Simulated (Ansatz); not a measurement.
```xyz
5

C    -0.1401    0.1152   -0.9111
C    -0.4669    0.6611    0.2778
Si    0.2740   -0.5777   -2.4195
H    -1.3149    0.3031    0.8860
H     0.0917    1.5024    0.7220
```

Geometry: PBE0-D3(BJ)/def2-SVPD; the highest occupied orbital lies above zero, a sign that basis and functional describe the outermost electron poorly.

All numbers below come from isolated molecule in a Gaussian basis; Kohn-Sham density functional theory, functional PBE0 (Ansatz).

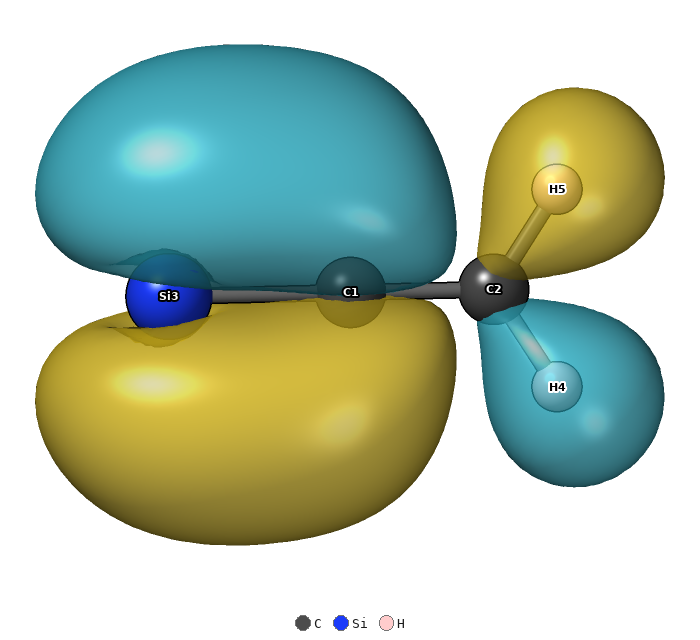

C2H2Si (SMILES [CH2]C#[Si-]) (charge −1, doublet). The HOMO (β) at ±0.06 Å⁻³ᐟ² (yellow and cyan are the two phases), seen at a tilt.

> Where does this orbital lie, and at what energy?

By Hirshfeld shares it lies mainly on C1 (about 45 %), Si3 (about 40 %) and C2 (about 10 %); it is symmetric in the molecular plane (an in-plane orbital: σ, lone-pair or in-plane π type). Its energy is −0.44 eV.
